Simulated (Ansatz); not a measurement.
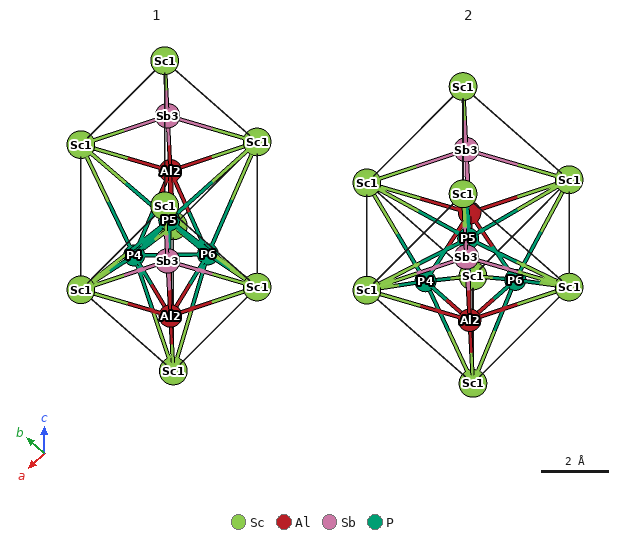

Two geometries of solid ScAlSbP3 (a generated structure, set up in P-6m2), drawn at one scale. One is the start of a relaxation, the other its converged end. A ball-and-stick model of the cell of the calculation, seen from a free direction.

Level of theory: DFT PBE, scalar-relativistic, plane waves, PAW (Ansatz 0.2.0). Settings: plane-wave cutoff 420 eV; k-point mesh 6 × 6 × 10; occupations gaussian; smearing width 0.1 eV; collinear spin; cell and atoms relaxed; force threshold 0.01 eV/Å; at most 80 steps.

**Which of the two is the end point?**

Structure 1 is the relaxed one. The largest moves relative to the cell, 0.078 Å, are those of P4, P5 and P6. P6 goes along [1 2 0]. Sb and Al and Sc stay in place. The drawn cell changes as follows: a = b 6.094 → 5.311 Å (−12.8 %), c 3.846 → 5.200 Å (+35.2 %); the volume changes by +2.7 %. Among the contacts that change: P4–P5 2.708 → 2.225 Å, Sc1–Sb3 3.518 → 3.066 Å, Sc1–Al2 3.518 → 3.066 Å, Al2–Sb3 3.518 → 3.066 Å. The space group stays P-6m2 (No. 187). After 14 accepted moves (17 points after the start) the energy has fallen by 123 meV per atom. The largest force component goes from 0.25 to 0.00099 eV/Å. Pressure: 0.60 GPa at the start and 0.01 GPa at the end. The line search rejected the trial step at point 8 of the run. At 2 points the geometry stayed and the basis and grid were re-selected for the new cell (energy shift of 17.5 meV per atom at most each time). The program noted that the starting moments weren't kept.
